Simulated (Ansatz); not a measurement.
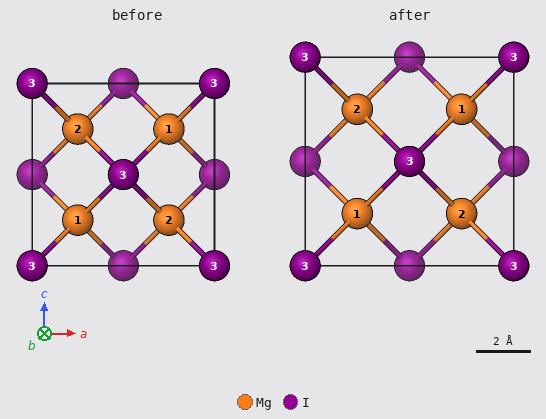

The structure of crystalline Mg2I (built on the fluorite_225 type) (coarse preliminary run) before (left) and after (right) a relaxation, at one scale.

The picture is a ball-and-stick view of the conventional cell (4 times the calculation's cell), seen along the b axis. Lengths and directions refer to the drawn axes.

Case: anti-fluorite type (Fm-3m, No. 225).

These are results of DFT PBE, scalar-relativistic, plane waves, PAW in Ansatz, not measurements.

The input:
```yaml
crystal:
  lattice:
    - [0.0, 3.3930162946, 3.3930162946]
    - [3.3930162946, 0.0, 3.3930162946]
    - [3.3930162946, 3.3930162946, 0.0]
  atoms:
    - { symbol: Mg, position: [0.25, 0.25, 0.25] }
    - { symbol: Mg, position: [0.75, 0.75, 0.75] }
    - { symbol: I, position: [0.0, 0.0, 0.0] }
basis:
  ecutwfc: 420
kpoints:
  mp_grid: { grid: [4, 4, 4] }
hamiltonian:
  xc: pbe
scf:
  occupations: { method: gaussian, width: 0.1 }
  lower_state_search: "off"
output:
  forces: true
  stress: true
  eigenvalues: true
relax:
  adjacent_minimum: "off"
  f_tol: 0.04
  max_steps: 70
  cell: { stress_tol: 0.4 }
```

Run as
```bash
ansatz run input.yaml --threads 1 --pin off --max-ram 2560MiB --backend cpu --events-out ev --progress --plain --runs-dir out
```

Q: Describe what moved and what it gained.

A: After 5 accepted moves (7 points after the start) the energy has fallen by 0.830 eV per cell of the calculation. All forces vanish by symmetry, so only the cell relaxes. Pressure: 8.48 GPa at the start and 0.14 GPa at the end. The SCF was repeated twice at an unchanged geometry on a basis and grid sized afresh for the cell, which shifted the energy by 25.1 meV per cell of the calculation at most. The atoms keep their places relative to the cell (all moves are under 0.005 Å). The volume changes by +49.8 %, with a = b = c 6.786 → 7.765 Å (+14.4 %). Some distances before and after: Mg1–I3 2.938 → 3.362 Å. The space group stays Fm-3m (No. 225). The run took 11 s on 1 thread of Arm Neoverse V2, on a shared host, peak memory 0.35 GiB.
